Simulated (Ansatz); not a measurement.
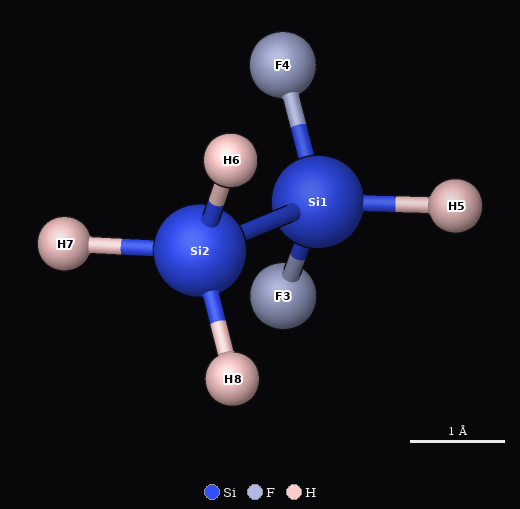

Figure 1. The input geometry (ball-and-stick view, seen at a tilt; atoms are numbered from 1 in the order of the input). Bond lengths as drawn: F–Si 1.59 Å, H–Si 1.48 to 1.49 Å and Si–Si 2.34 Å.

**Single-point calculation, with input and output: Si2H4F2**

- system: Si2H4F2
- method: RKS CAM-B3LYP-D4/def2-TZVPP (Ansatz 0.2.0)

The geometry comes from this level: PBE0-D4/def2-TZVP.

## Log
```
Functional definition: CAM-B3LYP
  name "CAM-B3LYP"
  cite "Yanai, Tew & Handy, Chem. Phys. Lett. 393, 51 (2004) doi:10.1016/j.cplett.2004.06.011"
  cite "Iikura, Tsuneda, Yanai & Hirao, J. Chem. Phys. 115, 3540 (2001) doi:10.1063/1.1383587"
  cite "Becke, Phys. Rev. A 38, 3098 (1988) doi:10.1103/PhysRevA.38.3098"
  cite "Lee, Yang & Parr, Phys. Rev. B 37, 785 (1988) doi:10.1103/PhysRevB.37.785"
  cite "Vosko, Wilk & Nusair, Can. J. Phys. 58, 1200 (1980) doi:10.1139/p80-159"
  parameter alpha = 0.19
  parameter beta = 0.46
  parameter omega = 0.33/bohr
  parameter ac = 0.81
  # Exact exchange under (alpha + beta erf(omega r))/r, Becke's under what is left of 1/r.
  exchange = (1 - alpha - beta)*b88_x + beta*b88_x_sr(omega) + alpha*exact_x + beta*exact_x_lr(omega)
  correlation = (1 - ac)*vwn5_c + ac*lyp_c
1130 factors; their error is unknown
264 factors; integrals over basis functions are off by at most 1.6e-5 eV
mean field evaluation 1: about -21256.9466 eV, gradient 4.4e1 eV
mean field evaluation 2: about -21254.9872 eV, gradient 6.1e1 eV
mean field evaluation 4: about -21259.6709 eV, gradient 5.5e-1 eV
mean field evaluation 8: about -21259.7055 eV, gradient 1.6e-1 eV
mean field evaluation 16: about -21259.7055 eV, gradient 2.3e-5 eV
mean field -21259.70553901 eV, -781.2797682126 hartree, gradient 2.3e-5 eV, S^2 0.000000; 0 other end points of the search recorded, 0 dependent functions left out
reference -21259.70566387 eV, -781.2797728012 hartree; 25, 25 occupied and 177, 177 virtual orbitals, 1130 factors
Total energy: -21259.83612947 eV, -781.2845673234 hartree
```

The run was set up as follows.

## Input file
```yaml
crystal:
  periodic: [false, false, false]
  atoms:
    - {symbol: Si, position_ang: [-0.775576, 0.712302, -1.192633]}
    - {symbol: Si, position_ang: [0.968001, -0.813486, -1.535262]}
    - {symbol: F, position_ang: [-1.392067, 1.139984, -2.598281]}
    - {symbol: F, position_ang: [-1.942441, 0.010117, -0.365544]}
    - {symbol: H, position_ang: [-0.414687, 1.956928, -0.473909]}
    - {symbol: H, position_ang: [1.512654, -1.231837, -0.217073]}
    - {symbol: H, position_ang: [0.465567, -2.001973, -2.270909]}
    - {symbol: H, position_ang: [2.042692, -0.153215, -2.321693]}
basis:
  gaussian: {orbitals: def2-TZVPP}
hamiltonian: {xc: {name: CAM-B3LYP}, dispersion: d4}
```

Launch command:
```bash
ansatz run in.yaml --threads 4 --pin off --events-out ev --progress --plain --max-ram 66560MiB --backend cpu
```

## Key numbers

- outcome: converged
- total energy: −21259.8361 eV
- mean-field energy: −21259.7057 eV
- dispersion energy: −0.1305 eV
- SCF solution under orbital rotations: stable
- hardware: 4 CPU threads, shared host
- wall time: 1.6 s (CPU time 5.4 s)
- peak memory: 0.62 GiB
